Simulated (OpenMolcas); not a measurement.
# CH6BNO2 (SMILES COB(N)O): levels of theory compared

We compute a comparison of 6 runs (HF/STO-3G, B3LYP/6-31G*, BHLYP/6-31G*, BLYP/6-31G*, PBE/6-31G*, MP2/6-31G*) of CH6BNO2. 

The results are computed with OpenMolcas 26.06.

**1. Starting point**

The species is CH6BNO2 (11 atoms), meant as a singlet with charge 0. SMILES: `COB(N)O`. The shape is that of a PBE0-D4/def2-TZVP optimisation. This is one conformer, not always the lowest.

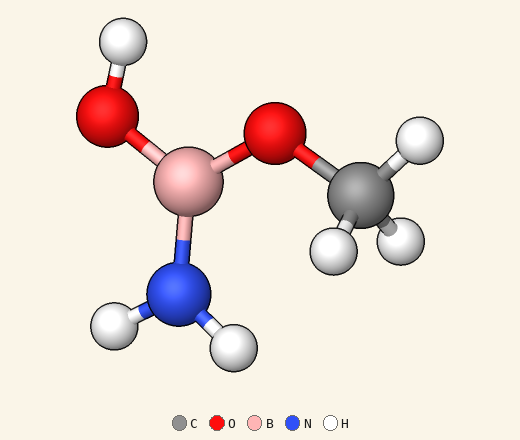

Viewed from a chosen angle; carbon grey, oxygen red, boron pink, nitrogen blue, hydrogen white.

**2. Energy and forces at HF/STO-3G (run 1)**

Input file geom.xyz:

```xyz
11

C      0.713500     0.851600     1.129700
O     -0.446700     0.102500     0.878500
B     -0.644000    -0.506700    -0.338400
N      0.275800    -0.431900    -1.403700
O     -1.801000    -1.223100    -0.514800
H      0.801300     1.701800     0.443100
H      0.654400     1.238600     2.147600
H      1.616900     0.236000     1.047600
H      1.144100     0.066300    -1.366900
H      0.095200    -0.890900    -2.277500
H     -2.344100    -1.201100     0.275400
```

Input file run.inp:

```
&GATEWAY
  BasLib=$CurrDir
  Coord=geom.xyz
  Basis=STO-3G
  Group=NoSym

&SEWARD

&SCF
  Thresholds=1e-10 1e-07 1e-07 1e-05
  PrOrbitals=1 2

&ALASKA
```

The basis set STO-3G is read from a file made from the Basis Set Exchange's data (not shown).

Started as:

```
export MOLCAS_MEM=1860
pymolcas run.inp > run.log
```

The log of the run:

```text
--- Start Module: gateway ---
[...]
--- Stop Module: gateway /rc=_RC_ALL_IS_WELL_ ---
[...]
      Basis functions           31
[...]
--- Start Module: scf ---
[...]
       Convergence after  12 Iterations
[...]
::    Total SCF energy                               -266.8347461056
[...]
      Total spin, S                                     0.0000000000
[...]
      Total electronic charge=   40.000000
      Total            charge=   -0.000000
[...]
      Dipole Moment (debye):
      Origin of the operator (angstrom)=   -0.3815   -0.2421   -0.0498
                   X=  1.3549E+00               Y=  7.6974E-01               Z=  3.7602E-02           Total=  1.5587E+00
      Quadrupole Moment (debye*angstrom):
[...]
--- Stop Module: scf /rc=_RC_ALL_IS_WELL_ ---
--- Start Module: alaska ---
[...]
 *              Molecular gradients               *
 **************************************************
  Irreducible representation: a
 ------------------------------------------------------------------------------------------
                              X                       Y                       Z
 ------------------------------------------------------------------------------------------
  C1               -1.07943139209770E-02   -4.62608906219941E-03    3.59824971524825E-03
  O2                2.23623716656327E-02    1.29532495568974E-02    1.20971505149114E-03
  B3               -1.74680785098871E-03   -2.26071213213269E-03   -3.16545178125094E-03
  N4                1.54242659536896E-02    3.58433335455355E-03   -1.21759204051575E-02
  O5               -2.11519101645194E-02   -4.50068081640609E-04    2.75951184969516E-02
  H6               -3.43746583618143E-03   -2.14788084253126E-04   -1.66179403386479E-03
  H7               -1.12087940505079E-03   -1.50144153640031E-03   -2.17122845303708E-03
  H8               -1.68183027884172E-03   -3.38915565683484E-03   -3.29015021800133E-04
[...]
--- Stop Module: alaska /rc=_RC_ALL_IS_WELL_ ---
[...]
```

Run time: 1.6 s. Hardware: 1 thread of Intel Xeon 6975P-C (Granite Rapids), shared host; peak memory 0.37 GiB.

**3. Energy and gradient at B3LYP/6-31G(d) (spherical functions) (run 2)**

Input file struct.xyz:

```xyz
11

C      0.713500     0.851600     1.129700
O     -0.446700     0.102500     0.878500
B     -0.644000    -0.506700    -0.338400
N      0.275800    -0.431900    -1.403700
O     -1.801000    -1.223100    -0.514800
H      0.801300     1.701800     0.443100
H      0.654400     1.238600     2.147600
H      1.616900     0.236000     1.047600
H      1.144100     0.066300    -1.366900
H      0.095200    -0.890900    -2.277500
H     -2.344100    -1.201100     0.275400
```

Input file calc.inp:

```
&GATEWAY
 BASLIB=$CurrDir
 COORD=struct.xyz
 BASIS=6-31Gs
 GROUP=NoSym

&SEWARD
 GRIDINPUT
 Grid=UltraFine
 End of Grid

&SCF
 KSDFT=B3LYP
 THRESHOLDS=1e-10 1e-07 1e-07 1e-05
 PRORBITALS=1 2

&ALASKA
```

The basis set 6-31G* is read from a file made from the Basis Set Exchange's data (not shown).

Started as:

```
export MOLCAS_MEM=1860
pymolcas calc.inp > calc.log
```

The log of the run:

```text
--- Start Module: gateway ---
[...]
--- Stop Module: gateway /rc=_RC_ALL_IS_WELL_ ---
[...]
      Basis functions           82
[...]
--- Start Module: scf ---
[...]
       Convergence after  15 Iterations
[...]
::    Total KS-DFT energy                            -271.8922944827
[...]
      Total spin, S                                     0.0000000000
[...]
      Total electronic charge=   40.000000
      Total            charge=   -0.000000
[...]
      Dipole Moment (debye):
      Origin of the operator (angstrom)=   -0.3815   -0.2421   -0.0498
                   X=  1.5909E+00               Y=  9.2187E-01               Z=  8.8252E-02           Total=  1.8408E+00
      Quadrupole Moment (debye*angstrom):
[...]
--- Stop Module: scf /rc=_RC_ALL_IS_WELL_ ---
[...]
--- Start Module: alaska ---
[...]
 *              Molecular gradients               *
 **************************************************
  Irreducible representation: a
 ------------------------------------------------------------------------------------------
                              X                       Y                       Z
 ------------------------------------------------------------------------------------------
  C1               -1.90131673858307E-03   -1.64105571675410E-03   -1.27691766830029E-03
  O2                3.92899827735693E-03    7.49333242987094E-04   -3.51254704127513E-03
  B3                1.65596855642536E-03    4.97328573526079E-04   -1.05453016412582E-03
  N4               -4.48337271635957E-04   -5.70402029348438E-05    4.76352571642025E-04
  O5                2.60378913610637E-04    3.59244772975309E-03    8.40073131335206E-03
  H6               -8.57213233125376E-04   -1.82200862232085E-03    1.30754588746584E-03
  H7               -1.99745967052217E-04   -1.07492578802426E-03   -2.36201704421379E-03
  H8               -2.29757678450992E-03    7.52157697498479E-04    2.59399223923096E-04
[...]
--- Stop Module: alaska /rc=_RC_ALL_IS_WELL_ ---
[...]
```

It took 30 s on 1 thread of Intel Xeon 6975P-C (Granite Rapids), shared host; peak memory 0.45 GiB.

Runs 3 to 5 aren't shown in full; the table further down has their settings and results.

**4. A single-point energy at MP2/6-31G(d) (spherical functions) (run 6)**

Input file job.input:

```
* CH6BNO2 MP2
>>> EXPORT MOLCAS_PRINT=2

&GATEWAY
  BasLib
  $CurrDir
  Coord
  11
  angstrom
  C        0.713500       0.851600       1.129700
  O       -0.446700       0.102500       0.878500
  B       -0.644000      -0.506700      -0.338400
  N        0.275800      -0.431900      -1.403700
  O       -1.801000      -1.223100      -0.514800
  H        0.801300       1.701800       0.443100
  H        0.654400       1.238600       2.147600
  H        1.616900       0.236000       1.047600
  H        1.144100       0.066300      -1.366900
  H        0.095200      -0.890900      -2.277500
  H       -2.344100      -1.201100       0.275400
  Basis
  6-31Gs
  Group
  NoSym

&SEWARD

&SCF
  Thresholds
  1e-10 1e-07 1e-07 1e-05
  PrOrbitals
  1 2

&MBPT2
  Frozen
  5
```

The basis set 6-31G* is read from a file made from the Basis Set Exchange's data (not shown).

Started as:

```
export MOLCAS_MEM=1860
pymolcas job.input > job.log
```

The log of the run:

```text
--- Start Module: gateway ---
[...]
--- Stop Module: gateway /rc=_RC_ALL_IS_WELL_ ---
[...]
      Basis functions           82
[...]
--- Start Module: scf ---
[...]
       Convergence after  13 Iterations
[...]
::    Total SCF energy                               -270.3544230773
[...]
      Total spin, S                                     0.0000000000
[...]
      Total electronic charge=   40.000000
      Total            charge=   -0.000000
[...]
      Dipole Moment (debye):
      Origin of the operator (angstrom)=   -0.3815   -0.2421   -0.0498
                   X=  1.8030E+00               Y=  1.0794E+00               Z=  1.8422E-01           Total=  2.1094E+00
      Quadrupole Moment (debye*angstrom):
[...]
--- Stop Module: scf /rc=_RC_ALL_IS_WELL_ ---
[...]
--- Start Module: mbpt2 ---
[...]
WARNING!
Default frozen orbitals as non valence orbitals is overwritten by user input.
Default values:   5
[...]
       Reference weight ( Cref**2 )         =        0.82856
::    Total MBPT2 energy                             -271.0674378059
[...]
      Total MBPT2 calculations                           0.18      0.19
--- Stop Module: mbpt2 /rc=_RC_ALL_IS_WELL_ ---
[...]
```

Wall time 4.2 s (1 thread of Intel Xeon 6975P-C (Granite Rapids), shared host); peak memory 0.46 GiB.

**5. Overview of the runs**

| run | level | integration grid | task | energy (Eh) | dipole moment (D) of the reference | HOMO energy (eV) | LUMO energy (eV) | wall time |
| --- | --- | --- | --- | --- | --- | --- | --- | --- |
| 1 | HF/STO-3G | – | gradient | -266.834746 | 1.56 | -8.74 | 11.27 | 1.6 s |
| 2 | B3LYP/6-31G* (spherical functions) | UltraFine | gradient | -271.892294 | 1.84 | -6.79 | 2.15 | 30 s |
| 3 | BHLYP/6-31G* (spherical functions) | UltraFine | gradient | -271.748267 | 1.97 | -8.57 | 3.38 | 28 s |
| 4 | BLYP/6-31G* (spherical functions) | UltraFine | gradient | -271.794270 | 1.72 | -5.33 | 1.52 | 28 s |
| 5 | PBE/6-31G* (spherical functions) | UltraFine | gradient | -271.555796 | 1.74 | -5.50 | 1.53 | 29 s |
| 6 | MP2/6-31G* (spherical functions) | – | energy | -271.067438 | 2.11 | -10.99 | 6.02 | 4.2 s |

**6. Summary of results**

```
                                          quantity          value
                               run 6: total energy  -271.06744 Eh
         run 6: dipole moment (mean-field density)         2.11 D
        run 6: HOMO energy (Hartree–Fock orbitals)      -10.99 eV
        run 6: LUMO energy (Hartree–Fock orbitals)        6.02 eV
      run 6: HOMO–LUMO gap (Hartree–Fock orbitals)       17.01 eV
run 6: correlation energy (5 core orbitals frozen)     -713.0 mEh
```

What this shows: Over runs 1, 2, 3, 4, 5 the dipole moment (its size) runs from 1.56 D (HF/STO-3G) to 1.97 D (BHLYP/6-31G*). The two ends differ in method and basis. Over runs 1, 2, 3, 4, 5 the HOMO–LUMO gap runs from 6.85 eV (BLYP/6-31G*) to 20.01 eV (HF/STO-3G). Totals of different functionals can't be ranked against each other. In run 1 the basis is minimal, so the values are rough. All runs together took 2 min, the longest 30 s.
